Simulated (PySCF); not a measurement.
```xyz
14

F    -2.3342   -1.1429    0.8881
Si   -2.1372   -0.4428   -0.5594
Si    0.0924    0.2269   -0.4535
Si    0.4822    1.8988    1.1553
Si    1.5988   -1.5784   -0.3608
Cl    0.4560    1.1523   -2.3056
H    -2.5236   -1.5024   -1.4884
H    -3.1887    0.5717   -0.5758
H     1.8403    2.4474    1.0883
H    -0.4359    3.0382    1.0508
H     0.3136    1.3321    2.4950
H     2.9983   -1.1590   -0.4868
H     1.3691   -2.5873   -1.4008
H     1.4683   -2.2550    0.9315
```

Geometry: GFN2-xTB.

Theory: B3LYP/def2-SVPD, SCF density, gas phase in PySCF 2.14.0.

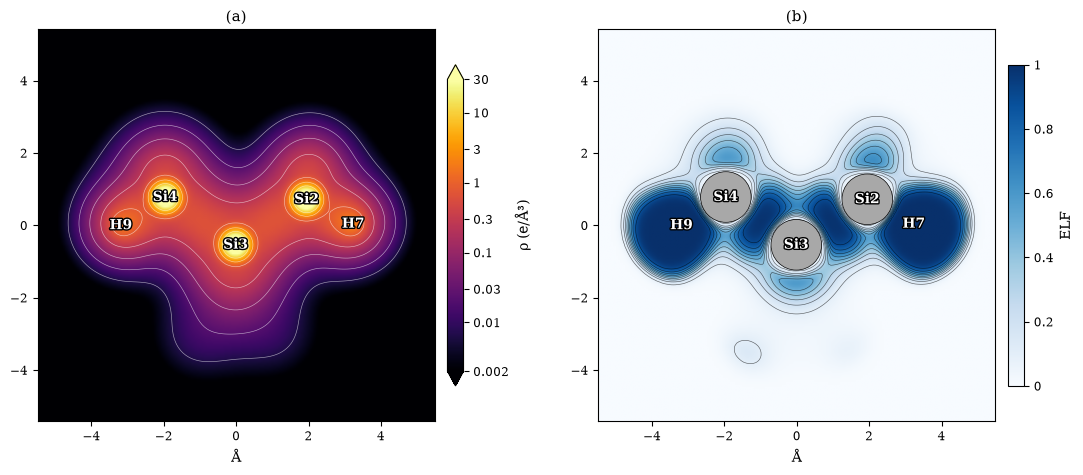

ClFH$_{8}$Si$_{4}$ (SMILES F[SiH2][Si]([SiH3])([SiH3])Cl). (a) total electron density; (b) electron localisation function on the plane of atoms Si2, Si3 and Si4. Grey discs cover the atomic cores in the ELF map.

Interpret the plot.

- The plane passes through Si and H nuclei.
- Si–Si (2.33 Å): ρ at the midpoint is about 0.67 e/Å³; the ELF peaks at about 1 between the atoms, as expected for a covalent bond.
- Si–H (1.46 Å): ρ at the midpoint is about 0.81 e/Å³; the ELF climbs to about 1 towards the hydrogen, as it does in any bond to H.
